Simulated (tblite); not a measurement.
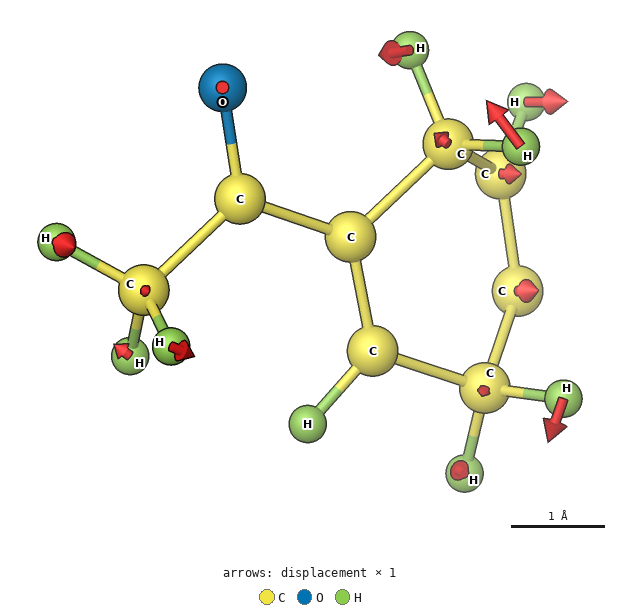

This is a relaxation of C8H9O (multiplicity 2). The starting structure is drawn; red arrows show the displacements, at their true length. The two geometries are superimposed by the best rigid fit.

Style: ball-and-stick. Shown at a tilt.

All numbers below come from GFN2-xTB geometry optimisation, gas phase (tblite 0.8.0). 

Atoms of which element are displaced furthest, and by how much?

Answer. Hydrogen: up to 0.64 Å, against 0.35 Å for carbon.

Describe the change and its energy.

Answer. After 101 geometry steps the energy has fallen by 10.2 kcal/mol. The largest move after the best rigid fit is that of an H atom, 0.64 Å. Largest moves by element: H 0.64 Å, C 0.35 Å, O 0.12 Å. Near-neighbour distances that change, for instance: C–O 1.263 → 1.212 Å, C–C 1.480 → 1.523 Å, C–C 1.329 → 1.296 Å, C–C 1.458 → 1.485 Å. Among the angles between lasting bonds that change: C–C–C 119.0° → 129.3°, C–C–C 115.6° → 122.8°, C–C–C 121.0° → 114.2°. Cost: 0.76 s on 1 thread of Arm Neoverse V1 (shared host).
